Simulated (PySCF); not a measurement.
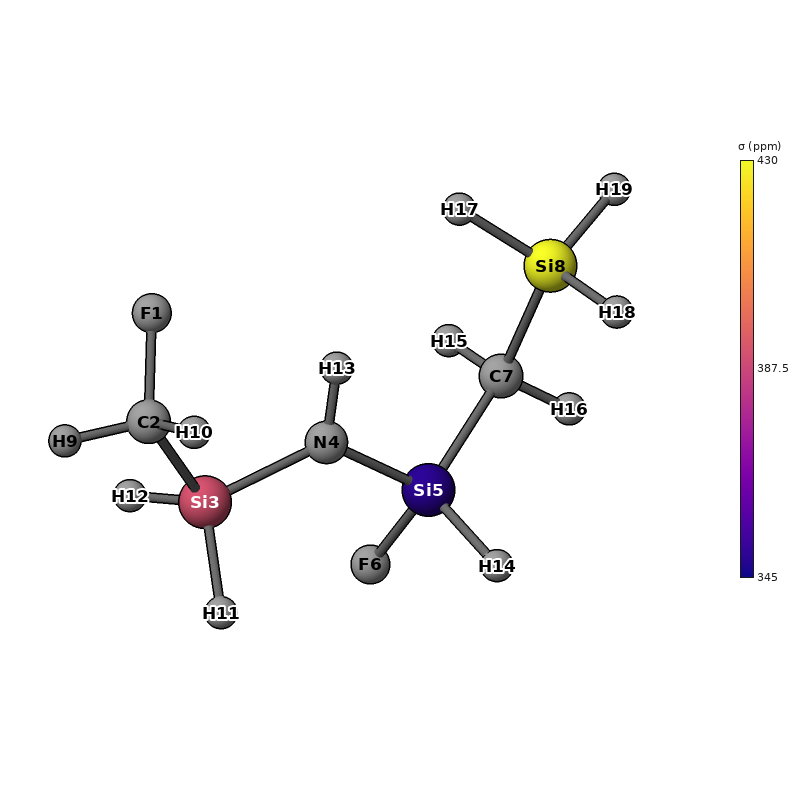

Atoms are coloured by their isotropic NMR shieldings (Si only, the others grey). Computed geometry: GFN2-xTB optimisation. No frequency run is at hand to confirm it as a minimum. Level of theory: GIAO PBE0/pcSseg-1 NMR shielding, non-relativistic, gas phase (PySCF 2.14.0).

List the isotropic NMR shieldings of the Si atoms.

```csv
atom,σ (ppm)
Si3,391.0
Si5,349.5
Si8,429.2
```

The geometry is semi-empirical. Around Si such bond lengths and angles can be off by a tenth of an ångström or more and by several degrees, and values that hang on the shape move with them.
